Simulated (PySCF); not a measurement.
## Electronic structure of C₄H₁₁NOSi (SMILES [H]/N=C\[SiH2]OC(C)C) in real space

```yaml
atoms:
  - { symbol: C, position_ang: [-2.0469, 1.2047, -0.4341] }
  - { symbol: C, position_ang: [-1.1947, -0.0605, -0.4444] }
  - { symbol: C, position_ang: [-1.7151, -1.0920, 0.5497] }
  - { symbol: O, position_ang: [0.1253, 0.3100, -0.1397] }
  - { symbol: Si, position_ang: [1.4851, -0.5512, -0.1028] }
  - { symbol: C, position_ang: [2.7663, 0.8003, 0.2564] }
  - { symbol: N, position_ang: [4.0051, 0.6481, 0.4142] }
  - { symbol: H, position_ang: [-1.6310, 1.9356, -1.1226] }
  - { symbol: H, position_ang: [-2.0541, 1.6347, 0.5645] }
  - { symbol: H, position_ang: [-3.0662, 0.9759, -0.7322] }
  - { symbol: H, position_ang: [-1.2035, -0.4998, -1.4530] }
  - { symbol: H, position_ang: [-2.7549, -1.3250, 0.3378] }
  - { symbol: H, position_ang: [-1.1277, -2.0043, 0.4847] }
  - { symbol: H, position_ang: [-1.6364, -0.6977, 1.5599] }
  - { symbol: H, position_ang: [1.5173, -1.5706, 0.9540] }
  - { symbol: H, position_ang: [1.7695, -1.2163, -1.3810] }
  - { symbol: H, position_ang: [2.4260, 1.8319, 0.3406] }
  - { symbol: H, position_ang: [4.3273, -0.3174, 0.3363] }
```

Geometry: GFN2-xTB.

Computed with PBE0/pcSseg-1, SCF density, gas phase, non-relativistic in PySCF.

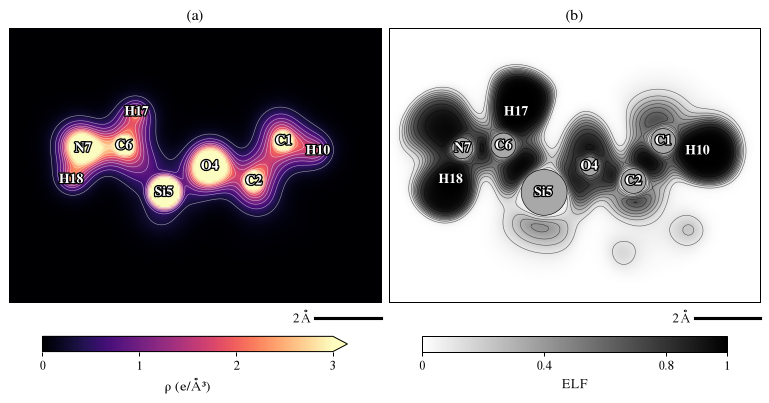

Figure 1. (a) electron density; (b) electron localisation function on the plane of atoms Si5, C6 and H17. Grey discs cover the atomic cores in the ELF map.

What do the fields say about this system?

The section cuts through C, O, Si, N and H sites. C–N (1.26 Å): ρ at the midpoint is about 2.8 e/Å³; the ELF peaks at about 0.90 between the atoms (a multiple bond). C–O (1.40 Å): ρ is about 2 e/Å³ halfway, with its minimum of 1.7 e/Å³ about 0.5 Å from C; the ELF peaks at about 0.90 between the atoms, as expected for a polar covalent bond. C–C (1.53 Å): the density is about 1.7 e/Å³ at the midpoint; the ELF peaks at about 0.95 between the atoms: a covalent bond. Si–O (1.61 Å): ρ is about 1.2 e/Å³ halfway; the ELF peaks at about 0.85 between the atoms: a short, strongly polar bond. C–Si (1.90 Å): the density is about 0.95 e/Å³ at the midpoint; the ELF peaks at about 1 between the atoms (localised, covalent bonding). The ELF also peaks beside O4 and N7, away from the bonds: lone-pair regions.

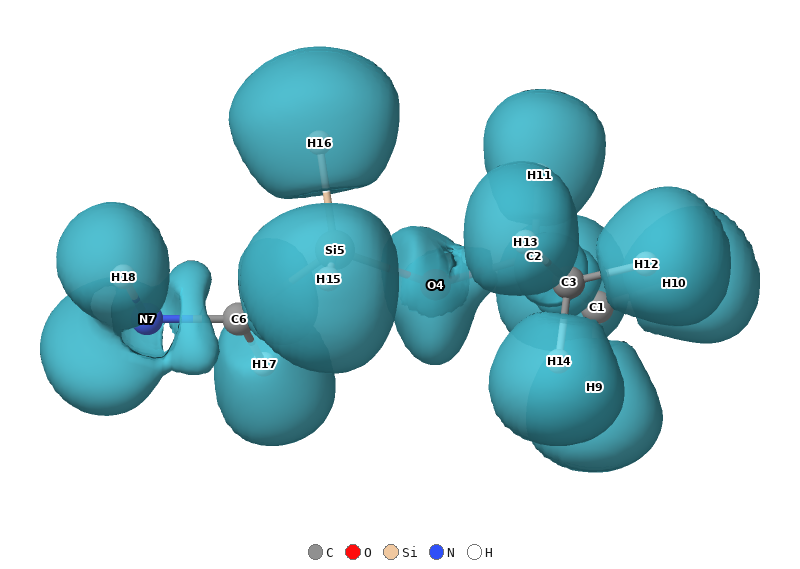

Figure 2. Isosurface of the ELF at 0.75 (cyan), seen from one side. Only the valence region is drawn (cores and ρ < 0.01 e/Å³ removed).

Identify the bonds, lone pairs and shells in this picture.

The surface consists of two regions between bonded C–C atoms (shared pairs), one region between bonded C–Si atoms (shared pairs), ten regions around hydrogen nuclei, one region on O in which the atom's valence shell and bonds are merged and one joined region spread over several atoms (H, N), in which their bonds and any lone pairs are merged.

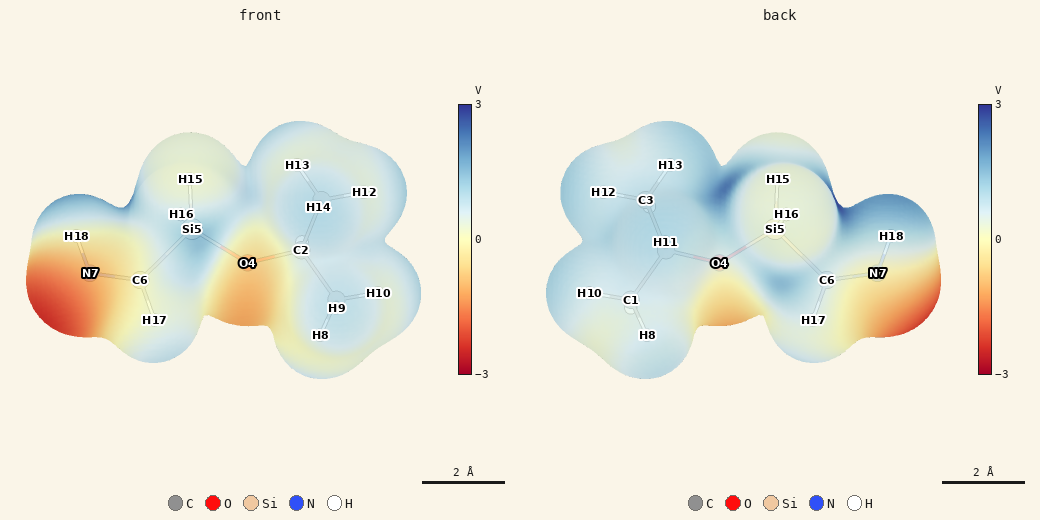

Figure 3. The molecular electrostatic potential painted on the density surface at 0.004 e/bohr³, seen from the front and from behind; the colour scale runs from red (negative) to blue (positive).

Where is the surface potential most negative and most positive?

The most negative region (about −2.4 V) lies over N7, the most positive (about +2.4 V) over Si5. N7 is the likeliest acceptor of a hydrogen bond.

How polar is the molecule by this calculation?

Its dipole moment is 3.30 D.
